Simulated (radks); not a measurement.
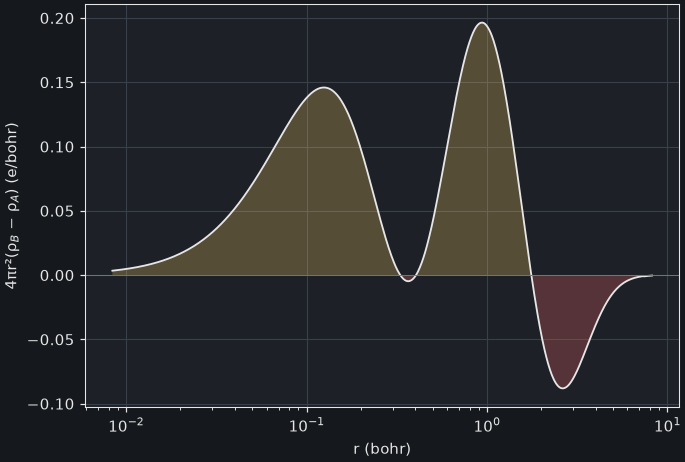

Atomic carbon (C) in [He] 2s2 2p2 (high spin) was computed by two methods: Slater X-alpha with alpha = 0.698; Slater X-alpha with alpha = 0.918. Both runs are scalar-relativistic, spin-polarised and spherical. Computed with the in-house radial solver radks.

The plot shows the radial density of run B less that of run A; on the logarithmic r axis, areas aren't charges.

A is Slater X-alpha with alpha = 0.698 and B is Slater X-alpha with alpha = 0.918.

**How do the two densities differ?**

B holds 0.18 electrons more than A where the difference is positive (most at r = 0.94 bohr) and as many fewer where it is negative (most at r = 2.6 bohr), out of 6 electrons.
